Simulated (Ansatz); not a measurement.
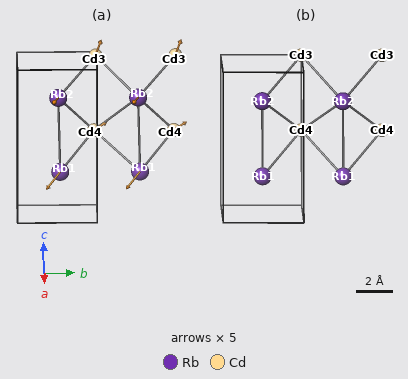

The structure of solid RbCd (a generated structure, set up in P1) (coarse preliminary run) before (left) and after (right) a relaxation, at one scale. The orange arrows give the displacements (the part carried along by the change of the cell is left out), 5 times their true length.

A ball-and-stick model of the cell of the calculation, repeated 1 × 2 × 1 with one cell outlined, seen from a free direction.

All numbers below come from Ansatz 0.2.0, DFT PBE, scalar-relativistic, plane waves, PAW. (plane-wave cutoff 420 eV; k-point mesh 6 × 6 × 4; occupations gaussian; smearing width 0.2 eV; no spin polarisation; cell and atoms relaxed; force threshold 0.025 eV/Å; at most 60 steps)

**Summarise the run.**

The largest move relative to the cell is that of Rb1, 0.26 Å along [1 −3 −2]. By element the largest moves are Rb 0.26 Å, Cd 0.25 Å. The volume changes by +0.1 %, with a 4.622 → 4.652 Å (+0.7 %), b 4.550 → 4.593 Å (+1.0 %), c 8.924 → 8.786 Å (−1.5 %), α 90.3° → 90.4°, β 90.1° → 89.6°, γ 92.0° → 89.6°. Some distances before and after: Rb1–Cd3 4.488 → 3.938 Å, Rb2–Cd4 4.328 → 3.924 Å, Rb1–Cd4 3.555 → 3.893 Å, Rb1–Cd4 (another image) 3.594 → 3.928 Å. The space group stays P1 (No. 1). After 2 accepted moves (3 points after the start) the energy has fallen by 39.1 meV per atom. Largest force component: 0.31 eV/Å at the start, 0.014 eV/Å at the end. Pressure: 0.45 GPa at the start and 0.07 GPa at the end. At 1 point the geometry stayed and the basis and grid were re-selected for the new cell (energy shift of less than 0.05 meV per atom at most each time). The run took 2.5 min on 1 thread of Arm Neoverse V2, with other jobs on the host, peak memory 0.61 GiB.
